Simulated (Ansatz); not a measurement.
**AlN₃H₈: nudged elastic band**

AlN₃H₈, computed with RKS PBE0/6-31G* (Ansatz 0.2.0).

One setting was made poor on purpose. It belongs to a series of runs on one base structure; here: band between the two ends.

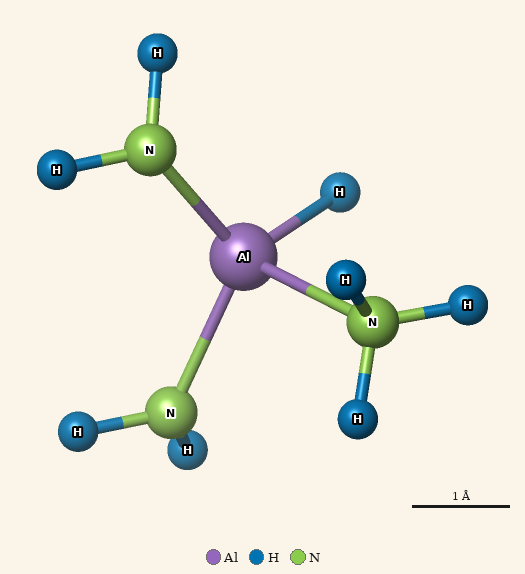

*The structure as given in the input (ball-and-stick view, seen at a tilt). Sticks mark near contacts.*

### The input
```yaml
crystal:
  periodic: [false, false, false]
  atoms:
    - { symbol: Al, position_ang: [-0.001624, 0.064048, 0.081866] }
    - { symbol: H, position_ang: [-0.105329, -0.940924, 1.338111] }
    - { symbol: "N", position_ang: [1.60495, 0.208058, -0.78167] }
    - { symbol: H, position_ang: [2.365517, -0.393191, -0.4873] }
    - { symbol: H, position_ang: [1.641299, 0.272773, -1.791954] }
    - { symbol: "N", position_ang: [-1.508647, 0.353453, -0.914737] }
    - { symbol: H, position_ang: [-2.338226, -0.18722, -0.700073] }
    - { symbol: H, position_ang: [-1.451436, 0.436644, -1.922726] }
    - { symbol: "N", position_ang: [0.040425, 1.891828, 1.047595] }
    - { symbol: H, position_ang: [0.901593, 2.344095, 0.7453] }
    - { symbol: H, position_ang: [-0.757041, 2.411444, 0.684725] }
    - { symbol: H, position_ang: [0.003119, 1.883892, 2.063663] }
basis:
  gaussian: { orbitals: "6-31G*" }
hamiltonian:
  xc: pbe0
neb:
  order_check: false
  images: 3
  f_tol: 0.05
  max_iterations: 37
  climbing: false
  final_atoms:
    - { symbol: Al, position_ang: [-0.00366195, 0.73275129, -0.68945892] }
    - { symbol: H, position_ang: [0.25033711, 0.3372359, 3.44010692] }
    - { symbol: "N", position_ang: [1.53279414, -0.07417634, -1.08864152] }
    - { symbol: H, position_ang: [1.69806721, -0.61998463, -1.92145226] }
    - { symbol: H, position_ang: [2.35576587, -0.06777902, -0.50414263] }
    - { symbol: "N", position_ang: [-1.51703494, 0.23480592, -1.48654809] }
    - { symbol: H, position_ang: [-1.66314495, -0.65590269, -1.93875313] }
    - { symbol: H, position_ang: [-2.3544601, 0.79601285, -1.53952614] }
    - { symbol: "N", position_ang: [-0.02578142, 2.03475875, 0.53062679] }
    - { symbol: H, position_ang: [0.77855364, 2.57715509, 0.81059219] }
    - { symbol: H, position_ang: [-0.85824061, 2.38706184, 0.98063002] }
    - { symbol: H, position_ang: [0.20140599, 0.66296104, 2.76936677] }
  initial_path:
    images:
      - { positions_ang: [[-0.001624, 0.064048, 0.081866], [-0.105329, -0.940924, 1.338111], [1.60495, 0.208058, -0.78167], [2.365517, -0.393191, -0.4873], [1.641299, 0.272773, -1.791954], [-1.508647, 0.353453, -0.914737], [-2.338226, -0.18722, -0.700073], [-1.451436, 0.436644, -1.922726], [0.040425, 1.891828, 1.047595], [0.901593, 2.344095, 0.7453], [-0.757041, 2.411444, 0.684725], [0.003119, 1.883892, 2.063663]] }
      - { positions_ang: [[-0.00327541, 0.03240125, 0.04404832], [-0.06838287, -0.46080919, 1.62703378], [1.63792858, 0.09484267, -0.85606409], [2.25046515, -0.66730053, -0.82708993], [1.88647552, 0.58343882, -1.50156004], [-1.58137953, 0.17734322, -0.94577101], [-2.33372659, -0.49871623, -0.78987655], [-1.67048582, 0.62479402, -1.76968712], [0.06898072, 2.00152943, 0.86742362], [0.69030481, 2.34190297, 1.19738298], [-0.49603539, 2.6509484, 0.36750084], [0.01373084, 1.46452517, 1.94945922]] }
      - { positions_ang: [[-0.00492682, 0.0007545, 0.00623064], [-0.03143675, 0.01930561, 1.91595655], [1.67090715, -0.01837266, -0.93045819], [2.1354133, -0.94141006, -1.16687987], [2.13165204, 0.89410464, -1.21116609], [-1.65411206, 0.00123343, -0.97680502], [-2.32922719, -0.81021246, -0.87968011], [-1.88953565, 0.81294404, -1.61664825], [0.09753644, 2.11123086, 0.68725224], [0.47901663, 2.33971095, 1.64946595], [-0.23502979, 2.89045279, 0.05027668], [0.02434267, 1.04515834, 1.83525545]] }
      - { positions_ang: [[-0.00429438, 0.3667529, -0.34161414], [0.10945018, 0.17827076, 2.67803174], [1.60185065, -0.0462745, -1.00954986], [1.91674025, -0.78069734, -1.54416606], [2.24370896, 0.41316281, -0.85765436], [-1.5855735, 0.11801968, -1.23167656], [-1.99618607, -0.73305758, -1.40921662], [-2.12199787, 0.80447845, -1.57808719], [0.03587751, 2.07299481, 0.60893952], [0.62878514, 2.45843302, 1.23002907], [-0.5466352, 2.63875732, 0.51545335], [0.11287433, 0.85405969, 2.30231111]] }
      - { positions_ang: [[-0.00366195, 0.73275129, -0.68945892], [0.25033711, 0.3372359, 3.44010692], [1.53279414, -0.07417634, -1.08864152], [1.69806721, -0.61998463, -1.92145226], [2.35576587, -0.06777902, -0.50414263], [-1.51703494, 0.23480592, -1.48654809], [-1.66314495, -0.65590269, -1.93875313], [-2.3544601, 0.79601285, -1.53952614], [-0.02578142, 2.03475875, 0.53062679], [0.77855364, 2.57715509, 0.81059219], [-0.85824061, 2.38706184, 0.98063002], [0.20140599, 0.66296104, 2.76936677]] }
```

Run as:
```bash
ansatz run input.yaml --threads 1 --pin off --max-ram 2048MiB --backend cpu --events-out ev --progress --plain --runs-dir out
```

### What the program printed
```
Engine: ansatz 0.2.0, x86_64-unknown-linux-gnu
Functional definition: PBE0
  parameter a = 0.25
  parameter kappa = 0.804
  parameter beta = 0.06672455060314922
  exchange = (1 - a)*pbe_x(kappa = kappa, mu = beta*pi^2/3) + a*exact_x
  correlation = pbe_c(beta = beta)
928 factors; integrals over basis functions are off by at most 4.0e-4 eV
mean field evaluation 1: about -11177.0042 eV, gradient 8.4e1 eV
mean field evaluation 2: about -11163.9695 eV, gradient 1.1e2 eV
mean field evaluation 4: about -11190.5462 eV, gradient 5.0e0 eV
mean field evaluation 8: about -11190.6078 eV, gradient 6.6e-2 eV
mean field evaluation 16: about -11190.6078 eV, gradient 4.1e-5 eV
mean field -11190.60781916 eV, -411.2472520877 hartree, gradient 4.1e-5 eV, S^2 0.000000; 0 other end points of the search recorded, 0 dependent functions left out
the calculation of the forces begins
reference -11190.60785135 eV, -411.2472532706 hartree; 21, 21 occupied and 59, 59 virtual orbitals, 928 factors
928 factors; integrals over basis functions are off by at most 8.2e-4 eV
mean field -11190.06544736 eV, -411.2273202918 hartree, gradient 2.3e-5 eV, S^2 0.000000; 0 other end points of the search recorded, 0 dependent functions left out
[... from here on the field's lines of each further geometry are left out, up to the last ...]
NEB iter   1: max|band force component| = 1.979e1 eV/Å  barrier→ = 5.2301 eV  barrier← = 4.6877 eV  Δτ_max = 0.2000 Å  (127 SCF iters)
NEB iter   2: max|band force component| = 3.215e0 eV/Å  barrier→ = 2.9845 eV  barrier← = 2.4422 eV  Δτ_max = 0.2000 Å  (86 SCF iters)
NEB iter   3: max|band force component| = 3.056e0 eV/Å  barrier→ = 2.1745 eV  barrier← = 1.6322 eV  Δτ_max = 0.1988 Å  (83 SCF iters)
NEB iter   4: max|band force component| = 1.911e0 eV/Å  barrier→ = 1.4844 eV  barrier← = 0.9420 eV  Δτ_max = 0.2000 Å  (81 SCF iters)
NEB iter   5: max|band force component| = 5.553e-1 eV/Å  barrier→ = 1.1730 eV  barrier← = 0.6306 eV  Δτ_max = 0.2000 Å  (81 SCF iters)
NEB iter   6: max|band force component| = 4.590e-1 eV/Å  barrier→ = 1.0043 eV  barrier← = 0.4619 eV  Δτ_max = 0.1945 Å  (82 SCF iters)
NEB iter   7: max|band force component| = 1.046e0 eV/Å  barrier→ = 0.9787 eV  barrier← = 0.4363 eV  Δτ_max = 0.0997 Å  (80 SCF iters)
NEB iter   8: max|band force component| = 3.935e-1 eV/Å  barrier→ = 0.8887 eV  barrier← = 0.3463 eV  Δτ_max = 0.1989 Å  (81 SCF iters)
NEB iter   9: max|band force component| = 6.789e-1 eV/Å  barrier→ = 0.8062 eV  barrier← = 0.2639 eV  Δτ_max = 0.0999 Å  (81 SCF iters)
NEB iter  10: max|band force component| = 3.087e-1 eV/Å  barrier→ = 0.7530 eV  barrier← = 0.2106 eV  Δτ_max = 0.2000 Å  (77 SCF iters)
NEB iter  11: max|band force component| = 9.563e-1 eV/Å  barrier→ = 0.7409 eV  barrier← = 0.1985 eV  Δτ_max = 0.0995 Å  (81 SCF iters)
NEB iter  12: max|band force component| = 3.239e-1 eV/Å  barrier→ = 0.7006 eV  barrier← = 0.1583 eV  Δτ_max = 0.1995 Å  (83 SCF iters)
NEB iter  13: max|band force component| = 3.370e-1 eV/Å  barrier→ = 0.6624 eV  barrier← = 0.1200 eV  Δτ_max = 0.1008 Å  (81 SCF iters)
NEB iter  14: max|band force component| = 4.980e-1 eV/Å  barrier→ = 0.6449 eV  barrier← = 0.1025 eV  Δτ_max = 0.0503 Å  (80 SCF iters)
NEB iter  15: max|band force component| = 2.449e-1 eV/Å  barrier→ = 0.6231 eV  barrier← = 0.0807 eV  Δτ_max = 0.1001 Å  (81 SCF iters)
NEB iter  16: max|band force component| = 8.104e-2 eV/Å  barrier→ = 0.6050 eV  barrier← = 0.0627 eV  Δτ_max = 0.1994 Å  (82 SCF iters)
NEB iter  17: max|band force component| = 1.605e-1 eV/Å  barrier→ = 0.5896 eV  barrier← = 0.0472 eV  Δτ_max = 0.1009 Å  (80 SCF iters)
NEB iter  18: max|band force component| = 2.009e-1 eV/Å  barrier→ = 0.5927 eV  barrier← = 0.0503 eV  Δτ_max = 0.0501 Å  (80 SCF iters)
NEB iter  19: max|band force component| = 7.277e-2 eV/Å  barrier→ = 0.5877 eV  barrier← = 0.0454 eV  Δτ_max = 0.1002 Å  (74 SCF iters)
the calculation of the forces begins
reference -11190.03398025 eV, -411.2261638967 hartree; 21, 21 occupied and 59, 59 virtual orbitals, 928 factors
928 factors; integrals over basis functions are off by at most 8.4e-4 eV
mean field evaluation 512: about -11190.0222 eV, gradient 6.0e-6 eV
mean field -11190.02222710 eV, -411.2257319766 hartree, gradient 6.0e-6 eV, S^2 0.000000; 1 other end points of the search recorded, 0 dependent functions left out
the calculation of the forces begins
reference -11190.02225956 eV, -411.2257331692 hartree; 21, 21 occupied and 59, 59 virtual orbitals, 928 factors
NEB iter  20: max|band force component| = 3.957e-2 eV/Å  barrier→ = 0.5856 eV  barrier← = 0.0432 eV  Δτ_max = 0.0000 Å  (159 SCF iters)
```

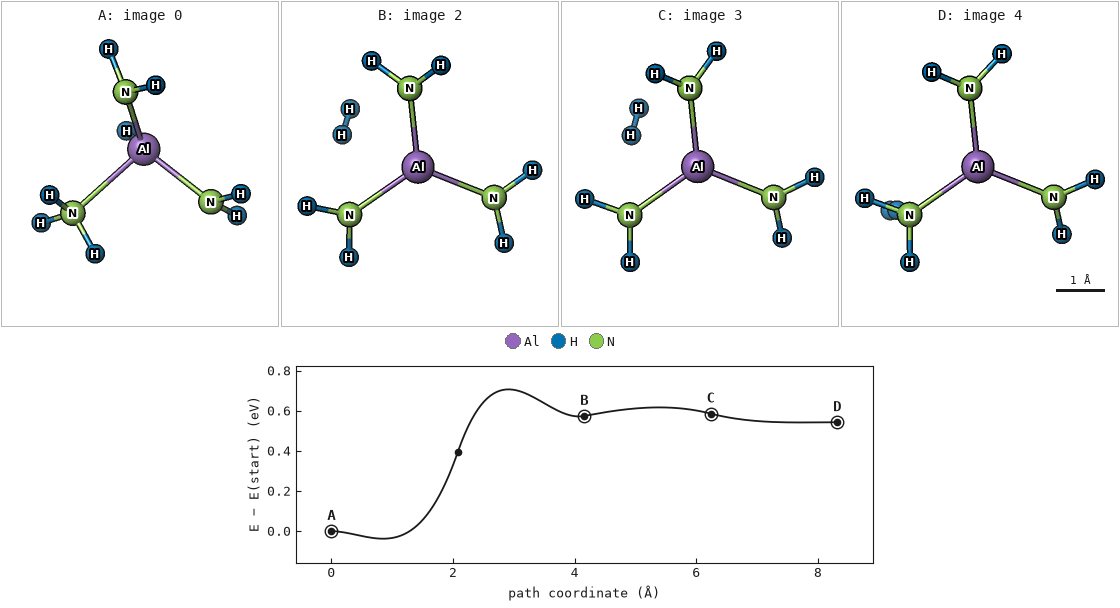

*Images of the last band (counted from 0; ball-and-stick, seen at a tilt) above the energy along the path; the line is a cubic interpolation that uses the forces.*

The highest image is number 3, 0.586 eV above the start and 0.043 eV above the end; the end lies 0.542 eV above the start. The path is 8.31 Å long. The band converged in 20 iterations.

```
Total energy: -11190.02225956 eV, -411.2257331692 hartree
Atom 0 at     0.123486     0.821111    -0.567249 Å, force    -0.006487     0.021669    -0.017113 eV/Å
Atom 1 at    -0.526027    -0.299287     2.677232 Å, force     0.004306     0.013958     0.011732 eV/Å
Atom 2 at     1.648571     0.030320    -1.036561 Å, force    -0.001104    -0.014109     0.004316 eV/Å
Atom 3 at     1.714662    -0.710244    -1.719338 Å, force     0.001514     0.007215    -0.012228 eV/Å
Atom 4 at     2.566048     0.276525    -0.695449 Å, force    -0.000328    -0.017567     0.027620 eV/Å
Atom 5 at    -1.442347     0.098355    -1.021300 Å, force     0.008463    -0.005338    -0.005777 eV/Å
Atom 6 at    -1.631482    -0.891419    -1.061502 Å, force     0.030384    -0.056456    -0.046846 eV/Å
Atom 7 at    -2.288972     0.616452    -1.199028 Å, force    -0.036770     0.055072     0.032034 eV/Å
Atom 8 at     0.179004     2.348427     0.352135 Å, force    -0.003306    -0.003455    -0.002998 eV/Å
Atom 9 at     0.992175     2.937302     0.458579 Å, force    -0.001514     0.005026    -0.015310 eV/Å
Atom 10 at    -0.619144     2.769001     0.805220 Å, force    -0.003811    -0.013772     0.012754 eV/Å
Atom 11 at    -0.321374     0.348357     2.370061 Å, force     0.008654     0.007758     0.011815 eV/Å
Dipole moment:     0.000789     0.021084    -0.001696 e Å
this run last wrote the band of iteration 20 to [file]
```

### The last band as extended XYZ (Å, eV, eV/Å)
```
12
Properties=species:S:1:pos:R:3:forces:R:3 image=0 energy=-11190.60782
Al   -0.0016    0.0640    0.0819   -0.0025   0.0097   0.0024
H    -0.1053   -0.9409    1.3381    0.0003   0.0089   0.0027
N     1.6050    0.2081   -0.7817    0.0073  -0.0034   0.0007
H     2.3655   -0.3932   -0.4873    0.0028  -0.0045  -0.0046
H     1.6413    0.2728   -1.7920   -0.0007  -0.0041  -0.0058
N    -1.5086    0.3535   -0.9147   -0.0064  -0.0041   0.0004
H    -2.3382   -0.1872   -0.7001   -0.0017  -0.0044  -0.0049
H    -1.4514    0.4366   -1.9227    0.0001  -0.0038  -0.0057
N     0.0404    1.8918    1.0476    0.0013   0.0088  -0.0047
H     0.9016    2.3441    0.7453   -0.0048   0.0017   0.0153
H    -0.7570    2.4114    0.6847    0.0046   0.0005   0.0156
H     0.0031    1.8839    2.0637   -0.0003  -0.0050  -0.0114
12
Properties=species:S:1:pos:R:3:forces:R:3 image=1 energy=-11190.21461
Al    0.0472    0.2053   -0.0077   -0.0573  -0.4237   0.3660
H    -0.2129   -0.4368    1.5635    0.2131  -0.0106  -0.6974
N     1.5742    0.1162   -0.9947   -0.0753  -0.0416   0.1011
H     1.7890   -0.7408   -1.4900   -0.0006   0.0188  -0.0076
H     2.4369    0.6298   -0.8718   -0.0971   0.0058   0.1208
N    -1.4854    0.1443   -0.9636   -0.0502   0.0200   0.0432
H    -2.3425   -0.1268   -0.5011   -0.0666  -0.1561  -0.0152
H    -1.5299   -0.1398   -1.9335    0.0387   0.1631  -0.0156
N     0.0598    2.0079    0.9622   -0.0499  -0.1609   0.2846
H     0.9194    2.5459    1.0546   -0.0141  -0.1046   0.0988
H    -0.6977    2.6402    0.7055   -0.0088  -0.1534   0.0244
H    -0.1634    1.4996    1.8395    0.1681   0.8433  -0.3031
12
Properties=species:S:1:pos:R:3:forces:R:3 image=2 energy=-11190.03395
Al    0.1398    0.8644   -0.5591    0.0105  -0.0190   0.0054
H    -0.5637   -0.4942    2.5540   -0.0054   0.0053   0.0271
N     1.6720    0.1697   -1.1449   -0.0135   0.0171  -0.0113
H     1.7546   -0.7609   -1.5275    0.0081  -0.0087   0.0006
H     2.5834    0.5915   -1.0452    0.0093   0.0179  -0.0300
N    -1.4162    0.1496   -1.0526   -0.0397   0.0100  -0.0046
H    -2.2534    0.1582   -0.4899   -0.0282   0.0501   0.0468
H    -1.6096   -0.2833   -1.9423    0.0566  -0.0542  -0.0506
N     0.1587    2.2544    0.5591    0.0116   0.0280   0.0151
H     0.9865    2.6452    0.9859   -0.0051  -0.0373   0.0259
H    -0.6343    2.8572    0.7259   -0.0022  -0.0112  -0.0171
H    -0.4232    0.1932    2.2995   -0.0020   0.0018  -0.0074
12
Properties=species:S:1:pos:R:3:forces:R:3 image=3 energy=-11190.02223
Al    0.1235    0.8211   -0.5672   -0.0065   0.0217  -0.0171
H    -0.5260   -0.2993    2.6772    0.0043   0.0140   0.0117
N     1.6486    0.0303   -1.0366   -0.0011  -0.0141   0.0043
H     1.7147   -0.7102   -1.7193    0.0015   0.0072  -0.0122
H     2.5660    0.2765   -0.6954   -0.0003  -0.0176   0.0276
N    -1.4423    0.0984   -1.0213    0.0085  -0.0053  -0.0058
H    -1.6315   -0.8914   -1.0615    0.0304  -0.0565  -0.0468
H    -2.2890    0.6165   -1.1990   -0.0368   0.0551   0.0320
N     0.1790    2.3484    0.3521   -0.0033  -0.0035  -0.0030
H     0.9922    2.9373    0.4586   -0.0015   0.0050  -0.0153
H    -0.6191    2.7690    0.8052   -0.0038  -0.0138   0.0128
H    -0.3214    0.3484    2.3701    0.0087   0.0078   0.0118
12
Properties=species:S:1:pos:R:3:forces:R:3 image=4 energy=-11190.06545
Al   -0.0037    0.7328   -0.6895   -0.0013  -0.0004  -0.0014
H     0.2503    0.3372    3.4401    0.0002   0.0018  -0.0042
N     1.5328   -0.0742   -1.0886   -0.0008  -0.0003   0.0001
H     1.6981   -0.6200   -1.9215    0.0007  -0.0006  -0.0002
H     2.3558   -0.0678   -0.5041    0.0008  -0.0001   0.0005
N    -1.5170    0.2348   -1.4865   -0.0034  -0.0023  -0.0024
H    -1.6631   -0.6559   -1.9388    0.0024   0.0021   0.0015
H    -2.3545    0.7960   -1.5395    0.0019   0.0006   0.0012
N    -0.0258    2.0348    0.5306   -0.0006   0.0012   0.0017
H     0.7786    2.5772    0.8106    0.0000  -0.0003  -0.0005
H    -0.8582    2.3871    0.9806   -0.0002   0.0003  -0.0004
H     0.2014    0.6630    2.7694    0.0004  -0.0021   0.0039
```

### Summary

- outcome: converged
- barrier, forward: 0.586 eV
- barrier, backward: 0.043 eV
- hardware: 1 thread of Intel Xeon @ 2.50GHz (Skylake/Cascade Lake), 32 GiB of memory available, shared host
- wall time: 4.6 min
- peak memory: 0.18 GiB

A deliberately poor setting: few images. The order of the saddle point was not checked.
